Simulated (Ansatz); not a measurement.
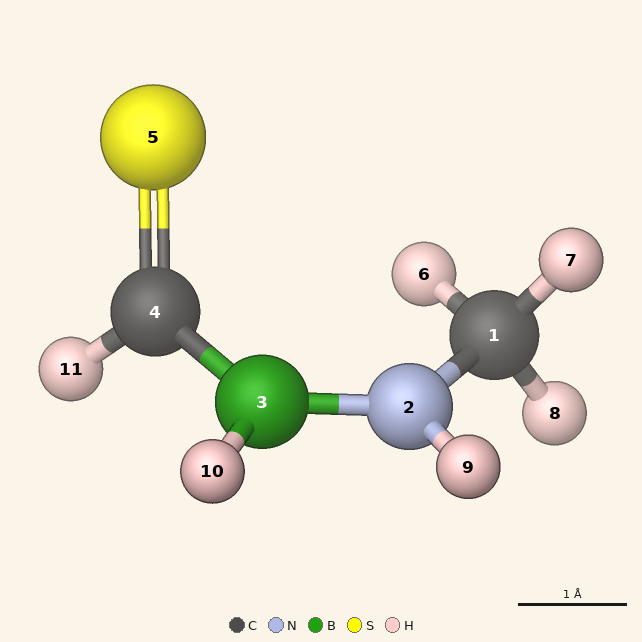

Orthographic view. Depth is shown by fading: the farther an atom, the more it takes the colour of the background. Computed geometry: PBE0-D4/def2-TZVP optimisation. No frequency run is at hand to confirm it as a minimum.

Write a MOL file (V2000) with the atoms in numerical order, bonds sorted by atom number with the orders drawn, and coordinates in the frame of the picture: x right, y up, z towards the viewer, origin at the mean position.

```
C2H6BNS
                    3D

 11 10  0  0  0  0  0  0  0  0999 V2000
    1.4000    0.1400   -0.5100 C   0  0  0  0  0  0  0  0  0  0  0  0
    0.6100   -0.5300    0.5000 N   0  0  0  0  0  0  0  0  0  0  0  0
   -0.7500   -0.4800    0.7000 B   0  0  0  0  0  0  0  0  0  0  0  0
   -1.7400    0.3500   -0.1700 C   0  0  0  0  0  0  0  0  0  0  0  0
   -1.7600    1.9700   -0.2000 S   0  0  0  0  0  0  0  0  0  0  0  0
    0.7500    0.7000   -1.1700 H   0  0  0  0  0  0  0  0  0  0  0  0
    2.1100    0.8300   -0.0600 H   0  0  0  0  0  0  0  0  0  0  0  0
    1.9600   -0.5900   -1.1100 H   0  0  0  0  0  0  0  0  0  0  0  0
    1.1600   -1.0900    1.1400 H   0  0  0  0  0  0  0  0  0  0  0  0
   -1.2100   -1.1300    1.6100 H   0  0  0  0  0  0  0  0  0  0  0  0
   -2.5300   -0.1800   -0.7200 H   0  0  0  0  0  0  0  0  0  0  0  0
  1  2  1  0
  1  6  1  0
  1  7  1  0
  1  8  1  0
  2  3  1  0
  2  9  1  0
  3  4  1  0
  3 10  1  0
  4  5  2  0
  4 11  1  0
M  END
```
